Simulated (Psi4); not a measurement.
**CH2F3Si (SMILES [CH2][Si](F)(F)F): a chain of runs**

Wanted: a series of 9 runs (UB3LYP-D3(BJ)/def2-TZVP) of CH2F3Si. 

The calculation is run with Psi4 1.11.

**1. The structure to begin with**

The species is CH2F3Si (7 atoms), meant as a doublet with charge 0. As SMILES, `[CH2][Si](F)(F)F`. The shape is that of a PBE0-D4/def2-TZVP optimisation.

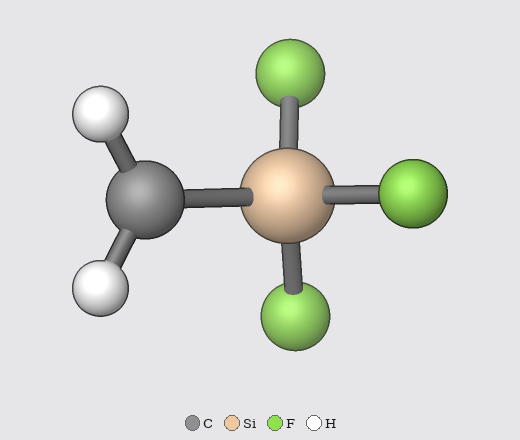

The structure, seen from a chosen angle (carbon grey, silicon light orange, fluorine green, hydrogen white).

**2. The energy at UB3LYP-D3(BJ)/def2-TZVP (density fitting) (run 1)**

The input, calc.in:

```
memory 1.6 GB

molecule m {
  0 2
  C
  Si 1 R2
  F 2 R3 1 A3
  F 2 R4 3 A4 1 D4
  F 2 R5 3 A5 4 D5
  H 1 R6 2 A6 3 D6
  H 1 R7 6 A7 2 D7

  R2 = 1.811516
  R3 = 1.576555
  A3 = 111.05376
  R4 = 1.577975
  A4 = 106.80421
  D4 = 123.20232
  R5 = 1.576655
  A5 = 108.20302
  D5 = 114.51359
  R6 = 1.084033
  A6 = 122.16648
  D6 = 27.94633
  R7 = 1.084079
  A7 = 115.63589
  D7 = -178.96505
  symmetry c1
}

set reference uks

energy('b3lyp-d3(bj)/def2-TZVP')
print_variables()
```

Launch:

```bash
$ psi4 calc.in calc.out -n 1
```

calc.out, cut to the lines that bear on the results:

```text
[...]
  Running in c1 symmetry.
[...]
  Nuclear repulsion =  252.903408551462348
[...]
  Multiplicity = 2
[...]
  Nalpha       = 25
  Nbeta        = 24
[...]
    Number of basis functions: 173
[...]
   @DF-UKS iter   1:  -628.43702712531081   -4.73659e-01   4.84340e-03 ADIIS/DIIS
[...]
   @DF-UKS iter   9:  -628.68327992087086   -4.35683e-08   5.55089e-07 DIIS
[...]
   @S^2 Observed:                7.532341321E-01
[...]
    Orbital Energies [Eh]
    ---------------------
    Alpha Occupied:
       1A    -66.208202     2A    -24.697288     3A    -24.697186
       4A    -24.696134     5A    -10.218554     6A     -5.360600
       7A     -3.720525     8A     -3.720388     9A     -3.717209
      10A     -1.234610    11A     -1.207716    12A     -1.206367
      13A     -0.728567    14A     -0.588614    15A     -0.525788
      16A     -0.523881    17A     -0.501003    18A     -0.474869
      19A     -0.472906    20A     -0.465958    21A     -0.449124
      22A     -0.439620    23A     -0.431550    24A     -0.404070
      25A     -0.286636
    Alpha Virtual:
[...]
  @DF-UKS Final Energy:  -628.68327992087086
   => Energetics <=
    Nuclear Repulsion Energy =            252.9034085514623484
    One-Electron Energy =               -1375.6623217032442881
    Two-Electron Energy =                 541.4777195080586125
    DFT Exchange-Correlation Energy =     -47.3946132603977404
    Empirical Dispersion Energy =          -0.0074730167496886
    VV10 Nonlocal Energy =                  0.0000000000000000
    Total Energy =                       -628.6832799208708593
[...]
 Multipole Moments:
 ------------------------------------------------------------------------------------
     Multipole            Electronic (a.u.)      Nuclear  (a.u.)        Total (a.u.)
 ------------------------------------------------------------------------------------
 L = 1.  Multiply by 2.5417464519 to convert [e a0] to [Debye]
 Dipole X            :          0.0082198           -0.0166382           -0.0084184
 Dipole Y            :         -0.0038531            0.0085822            0.0047291
 Dipole Z            :          5.1372861           -6.0621498           -0.9248636
 Magnitude           :                                                    0.9249140
[...]
```

Wall time 19 s (1 thread of Intel Xeon Platinum 8259CL at 2.50GHz (Skylake/Cascade Lake), shared host); peak memory 0.87 GiB.

**3. The distorted shape: a single-point energy at UB3LYP-D3(BJ)/def2-TZVP (density fitting) (run 2)**

The input, calc.inp:

```
memory 1.6 GB

molecule system {
  0 2
  C     -0.756817     0.467602     0.545921
  Si     0.377883    -0.194998    -0.701079
  F      0.009400     0.178500    -1.934200
  F      0.430383    -1.772098    -0.698679
  F      1.851883     0.307202    -0.454179
  H     -1.796117     0.682102     0.324621
  H     -0.445417     0.659002     1.566521
  units angstrom
  symmetry c1
}

set {
  basis     def2-TZVP
  reference uks
}

set reference uhf
set stability_analysis follow
set max_attempts 5
energy("scf")
set reference uks
set stability_analysis none
set guess read
set guess_mix false

e = energy("b3lyp-d3bj")
```

Launch:

```bash
$ psi4 calc.inp calc.out -n 1
```

calc.out, cut to the lines that bear on the results:

```text
[...]
  Running in c1 symmetry.
[...]
  Nuclear repulsion =  263.890520293347720
[...]
  Multiplicity = 2
[...]
  Nalpha       = 25
  Nbeta        = 24
[...]
    Number of basis functions: 173
[...]
   @DF-UHF iter   1:  -626.48360239064164   -7.50808e-01   3.11501e-03 DIIS/ADIIS
[...]
   @DF-UKS iter   7:  -628.61851094957171   -9.95278e-08   9.84938e-07 DIIS
[...]
   @S^2 Observed:                7.532003502E-01
[...]
    Orbital Energies [Eh]
    ---------------------
    Alpha Occupied:
       1A    -66.168933     2A    -24.725190     3A    -24.683357
       4A    -24.681950     5A    -10.206109     6A     -5.334965
       7A     -3.697305     8A     -3.692620     9A     -3.689705
      10A     -1.309584    11A     -1.209336    12A     -1.194650
      13A     -0.718962    14A     -0.607587    15A     -0.557535
      16A     -0.553436    17A     -0.533660    18A     -0.489672
      19A     -0.472386    20A     -0.461988    21A     -0.444759
      22A     -0.435810    23A     -0.425731    24A     -0.393386
      25A     -0.276603
    Alpha Virtual:
[...]
  @DF-UKS Final Energy:  -628.61851094957171
   => Energetics <=
    Nuclear Repulsion Energy =            263.8905202933477199
    One-Electron Energy =               -1397.4374005506849699
    Two-Electron Energy =                 552.4542749718495998
    DFT Exchange-Correlation Energy =     -47.5183441489335721
    Empirical Dispersion Energy =          -0.0075615151504469
    VV10 Nonlocal Energy =                  0.0000000000000000
    Total Energy =                       -628.6185109495717143
[...]
 Multipole Moments:
 ------------------------------------------------------------------------------------
     Multipole            Electronic (a.u.)      Nuclear  (a.u.)        Total (a.u.)
 ------------------------------------------------------------------------------------
 L = 1.  Multiply by 2.5417464519 to convert [e a0] to [Debye]
 Dipole X            :          3.1924324           -3.8517286           -0.6592962
 Dipole Y            :         -1.8275269            2.2503010            0.4227742
 Dipole Z            :         -3.7688117            4.0116135            0.2428018
 Magnitude           :                                                    0.8199769
[...]
```

Wall time 25 s (1 thread of Intel Xeon Platinum 8259CL at 2.50GHz (Skylake/Cascade Lake), shared host); peak memory 0.88 GiB.

Runs 3 to 8 aren't shown in full; the table further down has their settings and results.

**4. The distorted shape: a single-point energy at UB3LYP-D3(BJ)/def2-TZVP (density fitting) (run 9)**

The input, input.inp:

```
memory 1600 MB

molecule {
  0 2
  C
  Si 1 1.811516
  F 2 4.7297 1 111.05376
  F 2 1.577975 1 112.66615 3 -119.76657
  F 2 1.576655 4 106.67863 1 122.26598
  H 1 1.084033 2 122.16648 5 148.48573
  H 1 1.084079 6 115.63589 2 -178.96505
  symmetry c1
}

set {
  basis def2-TZVP
  reference uks
  level_shift 0.3
  level_shift_cutoff 1e-09
  d_convergence 1e-06
  maxiter 150
}

set reference uhf
set stability_analysis follow
set max_attempts 5
energy("scf")
set reference uks
set stability_analysis none
set guess read
set guess_mix false

result, w = energy("b3lyp-d3(bj)", return_wfn=True)
print_variables()
```

Launch:

```bash
$ psi4 input.inp input.out -n 1
```

input.out, cut to the lines that bear on the results:

```text
[...]
  Running in c1 symmetry.
[...]
  Nuclear repulsion =  200.439275675270977
[...]
  Multiplicity = 2
[...]
  Nalpha       = 25
  Nbeta        = 24
[...]
    Number of basis functions: 173
[...]
   @DF-UHF iter   1:  -626.06166551514298   -1.31848e+00   4.17186e-03 ADIIS/DIIS/SHIFT
[...]
   @DF-UKS iter  81:  -628.43707686185860   -3.01817e-08   6.37766e-07 DIIS/SHIFT
[...]
   @S^2 Observed:                1.424542909E+00
[...]
    Orbital Energies [Eh]
    ---------------------
    Alpha Occupied:
       1A    -66.227858     2A    -24.725755     3A    -24.722777
       4A    -24.674747     5A    -10.241459     6A     -5.381116
       7A     -3.741121     8A     -3.739127     9A     -3.737595
      10A     -1.249618    11A     -1.230466    12A     -1.131390
      13A     -0.745730    14A     -0.597529    15A     -0.540357
      16A     -0.513822    17A     -0.506844    18A     -0.482372
      19A     -0.473523    20A     -0.466003    21A     -0.454275
      22A     -0.436415    23A     -0.385031    24A     -0.385006
      25A     -0.304824
    Alpha Virtual:
[...]
  @DF-UKS Final Energy:  -628.43707686185860
   => Energetics <=
    Nuclear Repulsion Energy =            200.4392756752709772
    One-Electron Energy =               -1270.3982680804060692
    Two-Electron Energy =                 488.7591707374829753
    DFT Exchange-Correlation Energy =     -47.2306298307670360
    Empirical Dispersion Energy =          -0.0066253634392756
    VV10 Nonlocal Energy =                  0.0000000000000000
    Total Energy =                       -628.4370768618585998
[...]
 Multipole Moments:
 ------------------------------------------------------------------------------------
     Multipole            Electronic (a.u.)      Nuclear  (a.u.)        Total (a.u.)
 ------------------------------------------------------------------------------------
 L = 1.  Multiply by 2.5417464519 to convert [e a0] to [Debye]
 Dipole X            :         -0.0437794           -0.0166381           -0.0604175
 Dipole Y            :         -0.9331780            2.2574301            1.3242521
 Dipole Z            :          5.5092106           -6.9278235           -1.4186128
 Magnitude           :                                                    1.9415860
[...]
```

Run time: 1.8 min. Hardware: 1 thread of Intel Xeon Platinum 8259CL at 2.50GHz (Skylake/Cascade Lake), shared host; peak memory 0.79 GiB.

**5. All runs side by side**

| run | start | level shift | partner | energy (Eh) | dipole moment (D) | HOMO energy (eV) | LUMO energy (eV) | wall time |
| --- | --- | --- | --- | --- | --- | --- | --- | --- |
| 1 | – | – | base | -628.683280 | 2.35 | -7.80 | -3.68 | 19 s |
| 2 | stable UHF solution | – | Si2–F3 1.34 Å | -628.618511 | 2.08 | -7.53 | -3.41 | 25 s |
| 3 | stable UHF solution | – | Si2–F3 1.81 Å | -628.660014 | 3.03 | -8.08 | -3.97 | 26 s |
| 4 | stable UHF solution | – | Si2–F3 2.05 Å | -628.616934 | 3.91 | -8.35 | -4.24 | 24 s |
| 5 | stable UHF solution | – | Si2–F3 2.36 Å | -628.561516 | 5.14 | -8.63 | -4.59 | 25 s |
| 6 | stable UHF solution | – | Si2–F3 2.84 Å | -628.497438 | 6.55 | -8.05 | -4.98 | 35 s |
| 7 | stable UHF solution | – | Si2–F3 3.47 Å | -628.458787 | 5.72 | -7.34 | -5.33 | 32 s |
| 8 | stable UHF solution | – | Si2–F3 4.73 Å | not converged | – | – | – | 2.1 min |
| 9 | stable UHF solution | 0.3 | Si2–F3 4.73 Å | -628.437077 | 4.94 | -6.94 | – | 1.8 min |

**6. Outcome**

```
                                                          quantity          value
                              distorted shape, run 9: total energy  -628.43708 Eh
                             distorted shape, run 9: dipole moment         4.94 D
        distorted shape, run 9: HOMO energy (highest over α and β)       -6.94 eV
                         distorted shape, run 9: dispersion energy  -17.39 kJ/mol
                                      distorted shape, run 9: ⟨S²⟩          1.425
energy change with the Si2–F3 bond stretched from 1.577 to 3.468 Å       6.109 eV
energy change with the Si2–F3 bond stretched from 1.577 to 1.813 Å       0.633 eV
energy change with the Si2–F3 bond stretched from 1.577 to 4.730 Å       6.700 eV
energy change with the Si2–F3 bond stretched from 1.577 to 2.365 Å       3.313 eV
energy change with the Si2–F3 bond stretched from 1.577 to 2.838 Å       5.057 eV
energy change with the Si2–F3 bond stretched from 1.577 to 2.049 Å       1.805 eV
energy change with the Si2–F3 bond shortened from 1.577 to 1.340 Å       1.762 eV
```

What this shows: With the Si2–F3 bond stretched from 1.577 to 3.468 Å the energy rises by 6.11 eV (589 kJ/mol). The first shape isn't relaxed at this level, so the change isn't measured from a minimum. With the Si2–F3 bond stretched from 1.577 to 1.813 Å the energy rises by 0.63 eV (14.6 kcal/mol). With the Si2–F3 bond stretched from 1.577 to 4.730 Å the energy rises by 6.70 eV (154 kcal/mol). With the Si2–F3 bond stretched from 1.577 to 2.365 Å the energy rises by 3.31 eV (320 kJ/mol). With the Si2–F3 bond stretched from 1.577 to 2.838 Å the energy rises by 5.06 eV (117 kcal/mol). With the Si2–F3 bond stretched from 1.577 to 2.049 Å the energy rises by 1.81 eV (42 kcal/mol). The lowest energy is that of run 1; the highest lies 6.700 eV above it. Spin contamination of the reference: run 9 ⟨S²⟩ = 1.42, run 7 ⟨S²⟩ = 1.24. Where it is this large, the reference is a mixture of spin states, and values that rest on it are in doubt. All runs together took 7 min, the longest 2.1 min. 1 of the 9 runs did not end normally.
